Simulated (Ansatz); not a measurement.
# C2H3FOSi (SMILES C#CO[SiH2]F): what the fields show

The calculation's input:

```
crystal:
  periodic: [false, false, false]
  atoms:
    - { symbol: C, position_ang: [-0.87219, 1.92498, 1.16864] }
    - { symbol: C, position_ang: [-0.71931, 0.87979, 0.60563] }
    - { symbol: O, position_ang: [-0.55957, -0.24231, 0.00642] }
    - { symbol: Si, position_ang: [0.63535, -1.0829, -0.68952] }
    - { symbol: F, position_ang: [1.61183, -1.24264, 0.56358] }
    - { symbol: H, position_ang: [-1.05692, 2.82845, 1.66136] }
    - { symbol: H, position_ang: [1.32934, -0.29719, -1.69293] }
    - { symbol: H, position_ang: [0.19885, -2.40976, -1.08192] }
basis:
  gaussian: { orbitals: def2-SVP }
hamiltonian:
  xc: lda
relax:
  f_tol: 0.015
  max_steps: 40
output:
  orbitals: {}
```

Launched as:

```sh
ansatz run input.yaml --threads 1 --pin off --max-ram 2048MiB --backend cpu --events-out ev --progress --plain --runs-dir out
```

The fields are those of the relaxed geometry.

Method: RKS LDA/def2-SVP in Ansatz.

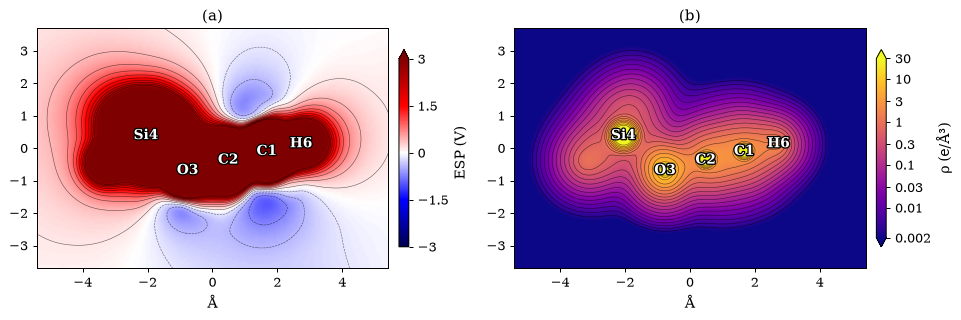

Figure 1. (a) molecular electrostatic potential; (b) electron density on the plane of atoms C2, O3 and Si4.

### Interpret the plot.

- Atoms in the plane: C, O, Si and H.
- C–C (1.22 Å): ρ at the midpoint is about 2.5 e/Å³.
- C–O (1.29 Å): ρ at the midpoint is about 2.6 e/Å³.
- Si–O (1.68 Å): ρ at the midpoint is about 1 e/Å³.
- C–H (1.08 Å): ρ at the midpoint is about 1.9 e/Å³.
- Outside the dense part of the molecule the potential is most negative (−1.0 V) near C1.

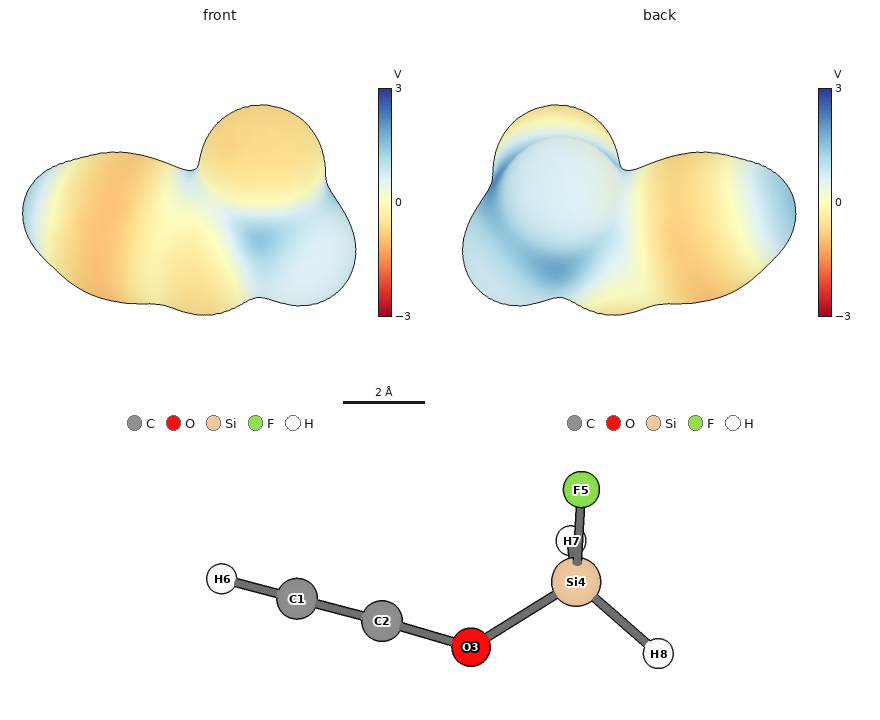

Figure 2. The electrostatic potential painted on the density surface at 0.002 e/bohr³, seen from the front and from behind; the colour scale runs from red (negative) to blue (positive). The bare structure is drawn below in the same view.

### Which sites attract a positive test charge, and which a negative one?

A positive charge is drawn to the negative regions and a negative charge to the positive ones. The most negative region (about −0.9 V) lies over C1 and C2, the most positive (about +2.0 V) over Si4.

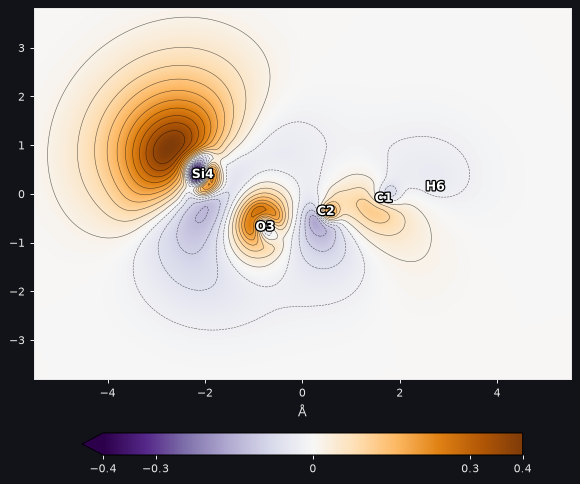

Figure 3. The LUMO on the plane of atoms C2, O3 and Si4 (values in Å⁻³ᐟ²; the overall sign is arbitrary).

### What is the character of this orbital?

It lies mainly on Si4 (about 60 %), F5 (about 10 %), O3 (about 10 %), H8 (about 5 %) and H7 (about 5 %). Its energy is −0.69 eV.
